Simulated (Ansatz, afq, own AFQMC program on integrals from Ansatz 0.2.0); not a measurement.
# AlGe+ (singlet): AFQMC on the coupled-cluster ladder at distance Ge1–Al2 = 3.877 Å, cc-pVDZ, part 2 of 2

Ansatz 0.2.0, Gaussian basis, and an in-house AFQMC program (afq) on its integrals; all values are calculated; cc-pVDZ, frozen cores. Earlier steps stand in the parts before.

### 13 Phaseless AFQMC, CISD trial on RHF

It reads the integrals that the CCSD(T) run on this determinant wrote.

Command:

```
$ afq ham --method phaseless --trial cisd --walkers 4000 --populations 20 --least-time 60 --time-step 0.005 --steps-per-block 50 --equilibration-blocks 28 --max-blocks 4000 --target-error 0.00015 --factor-cut 1e-05 --seed 663 --release-times 0.24,0.51,0.99,1.62,2.4 --release-step 0.03 --release-every 3 --taylor-order 6
```

What it wrote:

```text
orbitals 26  electrons 3 3  factors 162 of 511
reference energy -2316.93626407 Eh
CCSD correlation -0.11550633 Eh in 15 cycles, weight of the determinant in the CISD state 0.8390
energy of the start -2317.051751 Eh
 block  time / (1/Eh)  mean weight  energy / Eh
     1     0.250  1.0000  -2317.050552
     2     0.500  1.0001  -2317.050214
     3     0.750  0.9999  -2317.050362
     4     1.000  1.0001  -2317.050618
     5     1.250  0.9999  -2317.050996
     6     1.500  1.0000  -2317.051437
     7     1.750  1.0000  -2317.051794
     8     2.000  0.9999  -2317.052186
     9     2.250  0.9999  -2317.052523
    10     2.500  1.0000  -2317.052849
    11     2.750  0.9999  -2317.053259
    12     3.000  1.0000  -2317.053257
    13     3.250  1.0001  -2317.053803
    14     3.500  0.9999  -2317.053844
    15     3.750  0.9999  -2317.054414
    16     4.000  0.9999  -2317.054134
    17     4.250  0.9995  -2317.053972
    18     4.500  1.0001  -2317.054075
    19     4.750  0.9999  -2317.053905
    20     5.000  1.0000  -2317.054004
    21     5.250  1.0000  -2317.054212
    22     5.500  1.0001  -2317.054379
    23     5.750  1.0001  -2317.054650
    24     6.000  0.9998  -2317.054735
    25     6.250  1.0000  -2317.054295
    26     6.500  1.0000  -2317.054116
    27     6.750  1.0000  -2317.054328
    28     7.000  1.0000  -2317.054274
    29     7.250  1.0000  -2317.054356
    30     7.500  0.9999  -2317.054465
    31     7.750  1.0001  -2317.054747
    32     8.000  1.0002  -2317.054607
    33     8.250  1.0001  -2317.054849
    34     8.500  1.0000  -2317.054915
    35     8.750  1.0000  -2317.055140
    36     9.000  1.0001  -2317.055089
    37     9.250  0.9997  -2317.055092
    38     9.500  1.0001  -2317.055365
    39     9.750  1.0000  -2317.055335
    40    10.000  0.9999  -2317.055409
    41    10.250  1.0001  -2317.055111
    42    10.500  1.0000  -2317.055186
    43    10.750  0.9999  -2317.054715
    44    11.000  1.0001  -2317.054846
    45    11.250  0.9999  -2317.055241
    46    11.500  0.9999  -2317.054648
    47    11.750  0.9999  -2317.055094
    48    12.000  1.0000  -2317.055252
    49    12.250  1.0000  -2317.055312
    50    12.500  1.0001  -2317.055906
    51    12.750  1.0001  -2317.055137
    52    13.000  1.0001  -2317.055383
    53    13.250  0.9999  -2317.055717
    54    13.500  0.9999  -2317.055514
    55    13.750  1.0001  -2317.055602
    56    14.000  1.0001  -2317.055349
    57    14.250  0.9998  -2317.055365
    58    14.500  0.9999  -2317.055035
    59    14.750  1.0000  -2317.054940
    60    15.000  1.0002  -2317.055179
    61    15.250  1.0000  -2317.054749
    62    15.500  0.9998  -2317.054402
    63    15.750  1.0001  -2317.055305
    64    16.000  1.0001  -2317.055597
    65    16.250  1.0001  -2317.055676
    66    16.500  1.0002  -2317.055080
    67    16.750  1.0000  -2317.055027
    68    17.000  1.0000  -2317.055330
    69    17.250  1.0000  -2317.055127
    70    17.500  0.9997  -2317.055211
    71    17.750  1.0000  -2317.055018
    72    18.000  1.0000  -2317.055469
    73    18.250  1.0001  -2317.055145
    74    18.500  0.9996  -2317.055537
    75    18.750  0.9999  -2317.054907
    76    19.000  1.0001  -2317.055297
    77    19.250  1.0000  -2317.055035
    78    19.500  1.0001  -2317.055415
error from the spread of 20 populations
released: time / (1/Eh)  energy / Eh  error  mean overlap
  0.24  -2317.055265  0.000122  1.0006
  0.51  -2317.055302  0.000106  1.0032
  0.99  -2317.055332  0.000107  1.0022
  1.62  -2317.055636  0.000135  1.0044
  2.40  -2317.055583  0.000116  1.0051
energy -2317.055145 +/- 0.000138 Eh
```

Wall time 24 s (1 × NVIDIA H100 80GB HBM3 with 2 threads of AMD EPYC 7R13 (Zen 3), shared host).

Energy -63050.2825 ± 0.0038 eV. Caveats: constraint bias not in the error.

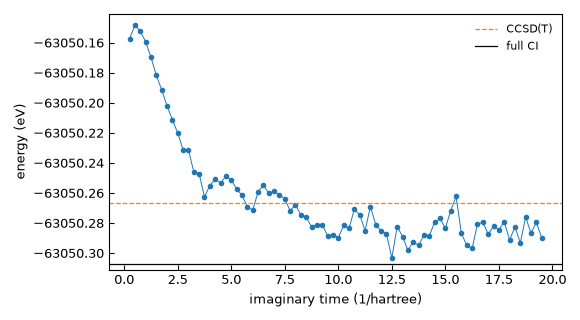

Block energies along the walk.

### 14 UHF

The input, in.yaml:

```yaml
crystal:
  periodic: [false, false, false]
  atoms:
    - {symbol: Ge, position_ang: [0.000000, 0.000000, 0.000000]}
    - {symbol: Al, position_ang: [0.000000, 0.000000, 3.877000]}
basis:
  gaussian: {orbitals: cc-pVDZ}
total_charge: 1
magnetization: {spin_polarized: true, initial_magnetization: 0}
hamiltonian: {xc: hf}
output: {orbitals: {seedname: orbitals}}
```

Command:

```
$ ansatz run in.yaml --threads 1 --pin off --events-out ev --progress --plain --max-ram 16896MiB --backend cuda --devices 0, --max-vram 18GiB
```

What it wrote (excerpt; [...] marks lines left out):

```text
Functional definition: HF
  name "HF"
  cite "Fock, Z. Phys. 61, 126 (1930) doi:10.1007/BF01340294"
  parent pbe
[...]
511 factors; integrals over basis functions are off by at most 6.6e-4 eV
[...]
mean field -63047.78586731 eV, -2316.9633952993 hartree, gradient 1.4e-6 eV, S^2 1.043840; 12 other end points of the search recorded, 0 dependent functions left out
reference -63047.78586731 eV, -2316.9633952993 hartree; 22, 22 occupied and 23, 23 virtual orbitals, 511 factors
Total energy: -63047.78586731 eV, -2316.9633952993 hartree
```

It took 9 s on 1 × NVIDIA H100 80GB HBM3 with 1 thread of AMD EPYC 7R13 (Zen 3), shared host.

From the report: ⟨S²⟩ of the determinant 1.044 (pure singlet: 0.00). The determinant is far from a pure spin state, so its energy mixes those of several spin states (harmless only where they are near-degenerate, as at dissociation).

### 15 CCSD(T) on UHF

in.yaml, as its differences from that of step 14:

```diff
@@ -9,3 +9,2 @@
 magnetization: {spin_polarized: true, initial_magnetization: 0}
-hamiltonian: {xc: hf}
-output: {orbitals: {seedname: orbitals}}
+correlation: {method: ccsd_t, electrons: outside_noble_gas, hamiltonian_folder: ham}
```

Same command.

What it wrote (excerpt; [...] marks lines left out):

```text
Functional definition: HF
  name "HF"
  cite "Fock, Z. Phys. 61, 126 (1930) doi:10.1007/BF01340294"
  parent pbe
[...]
511 factors; integrals over basis functions are off by at most 6.6e-4 eV
[...]
mean field -63047.78586731 eV, -2316.9633952993 hartree, gradient 2.0e-6 eV, S^2 1.043840; 29 other end points of the search recorded, 0 dependent functions left out
determinant -63047.78586731 eV, -2316.9633952993 hartree, with singles and doubles -63050.41948072 eV, -2317.0601788072 hartree
determinant -63047.20249069 eV, -2316.9419566042 hartree, with singles and doubles -63049.86265551 eV, -2317.0397158581 hartree
determinant -63047.04758893 eV, -2316.9362640695 hartree, with singles and doubles -63050.18767265 eV, -2317.0516600176 hartree
determinant -63045.98648444 eV, -2316.8972691986 hartree, with singles and doubles -63049.17241790 eV, -2317.0143500939 hartree
determinant -63045.98237686 eV, -2316.8971182480 hartree, with singles and doubles -63048.75252758 eV, -2316.9989194091 hartree
[...]
determinant -63047.78586731 eV, -2316.9633952993 hartree, with singles and doubles -63050.44074432 eV, -2317.0609602302 hartree
determinant -63047.04758893 eV, -2316.9362640695 hartree, with singles and doubles -63050.19067746 eV, -2317.0517704425 hartree
19 core orbitals not correlated: weight in the atoms' cores, before any rotation towards them, 1.000 or more for the frozen orbitals, at most 0.000 for the correlated occupied ones
reference -63047.78586731 eV, -2316.9633952993 hartree; 3, 3 occupied and 23, 23 virtual orbitals, 511 factors
second order -1.73929641 eV of doubles, -0.00000000 eV of singles
cycle   1  -2.65487694 eV  change    7.9e-8 eV  update   2.2e-6
perturbative correction -0.09641958 eV, -0.0035433541 hartree
WARN: in the space of 8 natural orbitals, full CI finds another state of this spin 0.180 eV below this run's state, or below the method's energy where it doesn't find this run's state
WARN: the results are in doubt because among natural orbitals full CI differs from the method by +0.766 eV
Total energy: -63050.53716382 eV, -2317.0645035814 hartree
In doubt: among natural orbitals full CI differs from the method by +0.766 eV
```

Wall time 53 s (1 × NVIDIA H100 80GB HBM3 with 1 thread of AMD EPYC 7R13 (Zen 3), shared host).

From the report: ⟨S²⟩ of the determinant 1.044 (pure singlet: 0.00); correlation -2.7513 eV; T1 0.021; largest double amplitude 0.17. The determinant is far from a pure spin state, so its energy mixes those of several spin states (harmless only where they are near-degenerate, as at dissociation). Mind the lines of doubt at the end of the log.

This run also writes the integrals to the folder ham.

### 16 CCSDT(Q) on UHF

in.yaml, as its differences from that of step 15:

```diff
@@ -9,2 +9,2 @@
 magnetization: {spin_polarized: true, initial_magnetization: 0}
-correlation: {method: ccsd_t, electrons: outside_noble_gas, hamiltonian_folder: ham}
+correlation: {method: ccsdt_q, electrons: outside_noble_gas}
```

Same command.

What it wrote (excerpt; [...] marks lines left out):

```text
Functional definition: HF
  name "HF"
  cite "Fock, Z. Phys. 61, 126 (1930) doi:10.1007/BF01340294"
  parent pbe
[...]
843 factors; integrals over basis functions are off by at most 1.0e-7 eV
[...]
mean field -63047.78587169 eV, -2316.9633954603 hartree, gradient 2.1e-6 eV, S^2 1.043840; 27 other end points of the search recorded, 0 dependent functions left out
determinant -63047.78587169 eV, -2316.9633954603 hartree, with singles and doubles -63050.41949185 eV, -2317.0601792161 hartree
determinant -63047.20249721 eV, -2316.9419568438 hartree, with singles and doubles -63049.86266798 eV, -2317.0397163166 hartree
determinant -63047.04758886 eV, -2316.9362640667 hartree, with singles and doubles -63050.18768211 eV, -2317.0516603654 hartree
determinant -63045.98648371 eV, -2316.8972691718 hartree, with singles and doubles -63049.17242596 eV, -2317.0143503899 hartree
determinant -63045.98238375 eV, -2316.8971185011 hartree, with singles and doubles -63048.75253026 eV, -2316.9989195078 hartree
[...]
determinant -63047.78587169 eV, -2316.9633954603 hartree, with singles and doubles -63050.44075595 eV, -2317.0609606575 hartree
determinant -63047.04758886 eV, -2316.9362640667 hartree, with singles and doubles -63050.19068774 eV, -2317.0517708201 hartree
19 core orbitals not correlated: weight in the atoms' cores, before any rotation towards them, 1.000 or more for the frozen orbitals, at most 0.000 for the correlated occupied ones
reference -63047.78587169 eV, -2316.9633954603 hartree; 3, 3 occupied and 23, 23 virtual orbitals, 843 factors
second order -1.73931378 eV of doubles, -0.00000000 eV of singles
cycle   1  -2.26228993 eV  change   -5.2e-1 eV  update   8.4e-2
[...]
cycle   7  -2.96304345 eV  change    1.6e-7 eV  update   9.4e-8
perturbative correction -0.03666714 eV, -0.0013474927 hartree
WARN: in the space of 8 natural orbitals, full CI finds another state of this spin 0.206 eV below this run's state, or below the method's energy where it doesn't find this run's state
WARN: the results are in doubt because among natural orbitals full CI differs from the method by +0.844 eV
Total energy: -63050.78558228 eV, -2317.0736327912 hartree
In doubt: among natural orbitals full CI differs from the method by +0.844 eV
```

Run time: 43 s. Hardware: 1 × NVIDIA H100 80GB HBM3 with 1 thread of AMD EPYC 7R13 (Zen 3), shared host.

From the report: ⟨S²⟩ of the determinant 1.044 (pure singlet: 0.00); correlation -2.9997 eV; T1 0.024; largest double amplitude 0.66. The determinant is far from a pure spin state, so its energy mixes those of several spin states (harmless only where they are near-degenerate, as at dissociation). Mind the lines of doubt at the end of the log.

### 17 CCSDTQ on UHF

in.yaml, as its differences from that of step 16:

```diff
@@ -9,2 +9,2 @@
 magnetization: {spin_polarized: true, initial_magnetization: 0}
-correlation: {method: ccsdt_q, electrons: outside_noble_gas}
+correlation: {method: ccsdtq, electrons: outside_noble_gas}
```

Same command.

What it wrote (excerpt; [...] marks lines left out):

```text
Functional definition: HF
  name "HF"
  cite "Fock, Z. Phys. 61, 126 (1930) doi:10.1007/BF01340294"
  parent pbe
[...]
843 factors; integrals over basis functions are off by at most 1.0e-7 eV
[...]
mean field -63047.78587169 eV, -2316.9633954603 hartree, gradient 2.1e-6 eV, S^2 1.043840; 27 other end points of the search recorded, 0 dependent functions left out
determinant -63047.78587169 eV, -2316.9633954603 hartree, with singles and doubles -63050.41949185 eV, -2317.0601792161 hartree
determinant -63047.20249721 eV, -2316.9419568438 hartree, with singles and doubles -63049.86266798 eV, -2317.0397163166 hartree
determinant -63047.04758886 eV, -2316.9362640667 hartree, with singles and doubles -63050.18768211 eV, -2317.0516603654 hartree
determinant -63045.98648371 eV, -2316.8972691718 hartree, with singles and doubles -63049.17242596 eV, -2317.0143503899 hartree
determinant -63045.98238375 eV, -2316.8971185011 hartree, with singles and doubles -63048.75253026 eV, -2316.9989195078 hartree
[...]
determinant -63047.78587169 eV, -2316.9633954603 hartree, with singles and doubles -63050.44075595 eV, -2317.0609606575 hartree
determinant -63047.04758886 eV, -2316.9362640667 hartree, with singles and doubles -63050.19068774 eV, -2317.0517708201 hartree
19 core orbitals not correlated: weight in the atoms' cores, before any rotation towards them, 1.000 or more for the frozen orbitals, at most 0.000 for the correlated occupied ones
reference -63047.78587169 eV, -2316.9633954603 hartree; 3, 3 occupied and 23, 23 virtual orbitals, 843 factors
second order -1.73931378 eV of doubles, -0.00000000 eV of singles
cycle   1  -2.26228993 eV  change   -5.2e-1 eV  update   8.4e-2
[...]
cycle   8  -2.99856688 eV  change    9.0e-8 eV  update   7.0e-7
WARN: in the space of 8 natural orbitals, full CI finds another state of this spin 0.208 eV below this run's state, or below the method's energy where it doesn't find this run's state
WARN: the results are in doubt because among natural orbitals full CI differs from the method by +0.842 eV
Total energy: -63050.78443856 eV, -2317.0735907606 hartree
In doubt: among natural orbitals full CI differs from the method by +0.842 eV
```

It took 39 s on 1 × NVIDIA H100 80GB HBM3 with 1 thread of AMD EPYC 7R13 (Zen 3), shared host.

From the report: ⟨S²⟩ of the determinant 1.044 (pure singlet: 0.00); correlation -2.9986 eV; T1 0.025; largest double amplitude 0.75. The determinant is far from a pure spin state, so its energy mixes those of several spin states (harmless only where they are near-degenerate, as at dissociation). Mind the lines of doubt at the end of the log.

### 18 Phaseless AFQMC, CISD trial on UHF

It reads the integrals that the CCSD(T) run on this determinant wrote.

Command:

```
$ afq ham --method phaseless --trial cisd --walkers 4000 --populations 20 --least-time 60 --time-step 0.005 --steps-per-block 50 --equilibration-blocks 28 --max-blocks 4000 --target-error 0.00015 --factor-cut 1e-05 --start spin_pure --seed 663 --release-times 0.24,0.51,0.99,1.62,2.4 --release-step 0.03 --release-every 3 --taylor-order 6
```

What it wrote:

```text
orbitals 26  electrons 3 3  factors 162 of 511
reference energy -2316.96339530 Eh
CCSD correlation -0.09756452 Eh in 15 cycles, weight of the determinant in the CISD state 0.8433
energy of the start -2317.072572 Eh
 block  time / (1/Eh)  mean weight  energy / Eh
     1     0.250  0.9996  -2317.064793
     2     0.500  0.9999  -2317.059525
     3     0.750  0.9998  -2317.056193
     4     1.000  1.0000  -2317.053847
     5     1.250  0.9999  -2317.052090
     6     1.500  0.9999  -2317.050576
     7     1.750  0.9999  -2317.049416
     8     2.000  0.9999  -2317.048911
     9     2.250  0.9999  -2317.048386
    10     2.500  1.0000  -2317.048056
    13     3.250  1.0000  -2317.047352
    16     4.000  0.9999  -2317.046739
    19     4.750  1.0000  -2317.047303
    22     5.500  1.0001  -2317.046963
    25     6.250  1.0001  -2317.046942
    28     7.000  1.0000  -2317.047161
    31     7.750  1.0001  -2317.047459
    34     8.500  1.0001  -2317.047149
    37     9.250  1.0001  -2317.047515
    40    10.000  0.9999  -2317.047726
    43    10.750  0.9997  -2317.046810
    46    11.500  0.9999  -2317.047604
    49    12.250  1.0002  -2317.047853
    52    13.000  0.9999  -2317.047337
    55    13.750  1.0002  -2317.047762
    58    14.500  1.0000  -2317.047923
    61    15.250  1.0000  -2317.048154
    64    16.000  1.0001  -2317.048424
    67    16.750  1.0002  -2317.048528
    70    17.500  1.0002  -2317.048498
    73    18.250  0.9999  -2317.047743
    76    19.000  1.0001  -2317.048033
    79    19.750  1.0002  -2317.048020
    82    20.500  0.9999  -2317.047843
    85    21.250  1.0002  -2317.047601
    88    22.000  0.9999  -2317.048457
    91    22.750  0.9999  -2317.048235
    94    23.500  1.0000  -2317.048542
    97    24.250  1.0001  -2317.048211
   100    25.000  1.0003  -2317.048737
   103    25.750  1.0000  -2317.048268
   106    26.500  1.0002  -2317.047930
   109    27.250  0.9998  -2317.048471
   112    28.000  1.0000  -2317.047671
   115    28.750  0.9999  -2317.046977
   118    29.500  1.0002  -2317.048510
   121    30.250  1.0001  -2317.048189
   124    31.000  1.0001  -2317.048281
   127    31.750  0.9997  -2317.048277
   130    32.500  1.0004  -2317.048020
   133    33.250  1.0002  -2317.048261
   136    34.000  0.9999  -2317.049206
error from the spread of 20 populations
released: time / (1/Eh)  energy / Eh  error  mean overlap
  0.24  -2317.048009  0.000131  1.0002
  0.51  -2317.047709  0.000056  1.0017
  0.99  -2317.047096  0.000531  1.0017
  1.62  -2317.047323  0.000225  1.0003
  2.40  -2317.048171  0.000489  1.0019
energy -2317.048012 +/- 0.000072 Eh
```

Wall time 35 s (1 × NVIDIA H100 80GB HBM3 with 2 threads of AMD EPYC 7R13 (Zen 3), shared host).

Energy -63050.0884 ± 0.0020 eV. The run doesn't count as converged. Caveats: constraint bias not in the error; halves of the run differ; large difference; lower state.

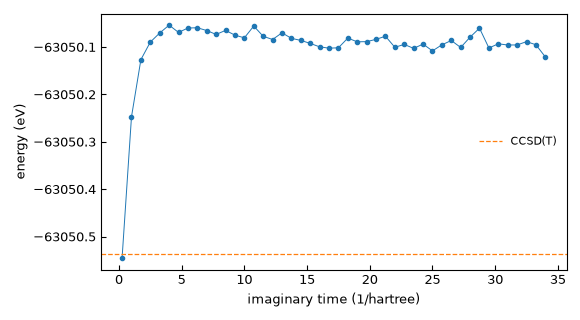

Block energies along the walk.

### 19 All levels side by side

On the RHF determinant, counted from full CI (exact for this spin and basis):

| level | energy (eV) | from full CI (kcal/mol) | statistical error (kcal/mol) | time |
| --- | --- | --- | --- | --- |
| HF | -63047.0476 | +75.17 |  |  |
| MP2 | -63049.2225 | +25.02 |  |  |
| CCSD | -63050.1907 | +2.69 |  |  |
| CCSD(T) | -63050.2667 | +0.94 |  |  |
| CCSDT(Q) | -63050.3020 | +0.12 |  |  |
| CCSDTQ | -63050.3067 | +0.01 |  |  |
| full CI | -63050.3073 | 0.00 |  |  |
| Phaseless AFQMC, CISD trial, step 0.005, 4000 walkers | -63050.2825 | +0.57 | 0.09 | 24 s |

The functionals' totals stand on their own zeros and serve differences with other points: PBE -63092.298 eV; r2SCAN -63103.121 eV; PBE0 -63094.215 eV; B3LYP -63106.504 eV; wB97M-V -63101.358 eV; B2PLYP -63090.181 eV.

### 20 What came out

The summary covers parts 1 to 2.

| quantity | value |
| --- | --- |
| CCSD(T) on RHF from full CI | +0.94 kcal/mol |
| Phaseless AFQMC, CISD trial on RHF from full CI | +0.57 ± 0.09 kcal/mol |

In words: On RHF the phaseless walk with the CISD trial lies +0.57 kcal/mol from full CI, 7 times its error bar: mostly the bias of the constraint. Error bars are statistical and leave out the constraint, the time step and what remains of the start.
